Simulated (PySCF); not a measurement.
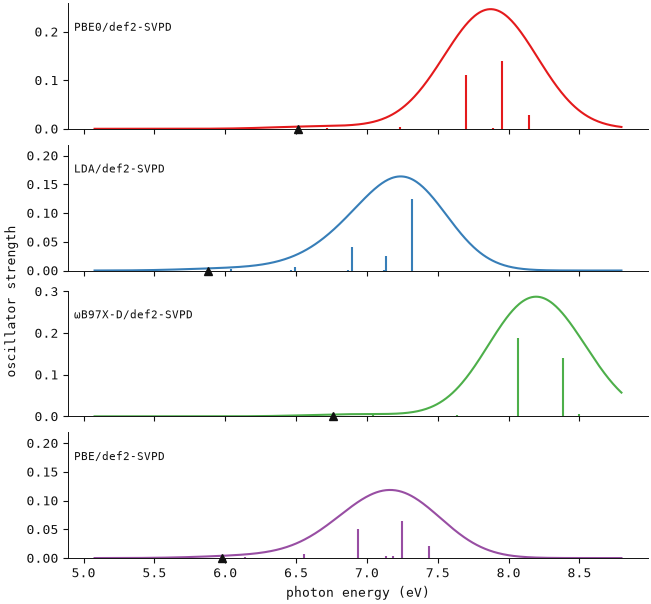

Vertical TDDFT spectra of C₂H₇FSi₂, SMILES F[SiH]1C[SiH2]C1 at one geometry and several levels (PySCF 2.14.0, at a PBE0-D3(BJ)/def2-SVP geometry (no frequency check)); sticks with Gaussians of 1/e half-width 0.40 eV, the triangle marks S1, which has the same leading orbital pair at all these levels. Only the lowest states were computed, so the high end is incomplete. States within 0.01 eV of each other are merged, with their strengths summed. The highest state may be half of a pair whose partner wasn't computed.

Question: Order the levels by their S1 energy.

Answer: From lowest to highest: LDA/def2-SVPD 5.88 eV, PBE/def2-SVPD 5.98 eV, PBE0/def2-SVPD 6.51 eV, ωB97X-D/def2-SVPD 6.76 eV; a spread of 0.88 eV.

Limits of at least one run: core orbitals are frozen in the response; one conformer of a flexible molecule; states above the negative HOMO energy depend on the basis.
